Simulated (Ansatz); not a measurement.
```yaml
crystal:
  lattice:
    - [7.67898, 0.00000, 0.00000]
    - [0.00000, 10.85361, 0.00000]
    - [0.00000, 0.00000, 3.83514]
  atoms:
    - { symbol: Ca, position: [0.25000, 0.25000, 0.00000] }
    - { symbol: Ca, position: [0.75000, 0.75000, 0.00000] }
    - { symbol: F, position: [0.24907, 0.87522, 0.50000] }
    - { symbol: F, position: [0.74907, 0.37522, 0.50000] }
    - { symbol: F, position: [0.24907, 0.12478, 0.50000] }
    - { symbol: F, position: [0.74907, 0.62478, 0.50000] }
    - { symbol: Ca, position: [0.00000, 0.50000, 0.50000] }
    - { symbol: Ca, position: [0.50000, 0.00000, 0.50000] }
    - { symbol: F, position: [0.00000, 0.12434, 0.00000] }
    - { symbol: F, position: [0.50000, 0.62434, 0.00000] }
    - { symbol: F, position: [0.00000, 0.37463, 0.00000] }
    - { symbol: F, position: [0.50000, 0.87463, 0.00000] }
    - { symbol: Cd, position: [0.00000, 0.00000, 0.50000] }
    - { symbol: Cd, position: [0.50000, 0.50000, 0.50000] }
    - { symbol: F, position: [0.00000, 0.62537, 0.00000] }
    - { symbol: F, position: [0.50000, 0.12537, 0.00000] }
    - { symbol: F, position: [0.00000, 0.87566, 0.00000] }
    - { symbol: F, position: [0.50000, 0.37566, 0.00000] }
    - { symbol: Ca, position: [0.25000, 0.75000, 0.00000] }
    - { symbol: Ca, position: [0.75000, 0.25000, 0.00000] }
    - { symbol: F, position: [0.25093, 0.37522, 0.50000] }
    - { symbol: F, position: [0.75093, 0.87522, 0.50000] }
    - { symbol: F, position: [0.25093, 0.62478, 0.50000] }
    - { symbol: F, position: [0.75093, 0.12478, 0.50000] }
```

Space group Cmmm; a structure from a database of computed crystals, not necessarily the ambient phase; started from the fluorite host prototype, which need not be the ambient phase.

These are results of DFT, r2SCAN, plane waves, PAW (Ansatz), not measurements.

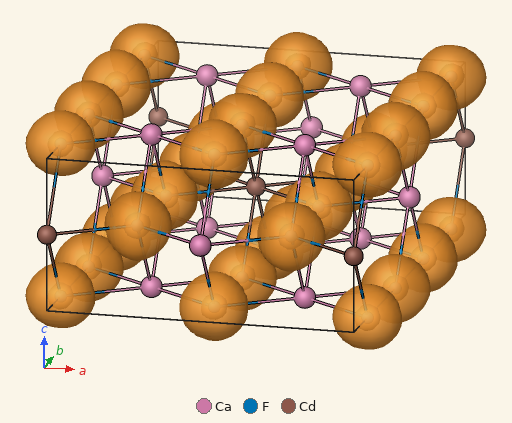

Ca3CdF8. Isosurface of the ELF at 0.7 (orange), seen slightly off an axis. Core shells and regions of very low density are left out. Sticks mark near contacts.

In a PAW calculation such maps are meaningful between the atoms, not at the nuclei.

Q: Describe the localisation domains.

A: The ELF exceeds this value in 16 regions wrapped around F (the valence shell of each), counted in one cell of 24 atoms. Regions shared between cells count once. Profiles from the grid: Cd–F (2.34 Å): the ELF peaks at about 0.80 in the valence shell of F, 0.6 Å from its nucleus, and drops to about 0.05 between the two atoms: no shared electron pair shows on this line. Ca–F (2.35 Å): the ELF peaks at about 0.80 in the valence shell of F, 0.6 Å from its nucleus, and drops to about 0 between the two atoms: a closed-shell, largely ionic contact.
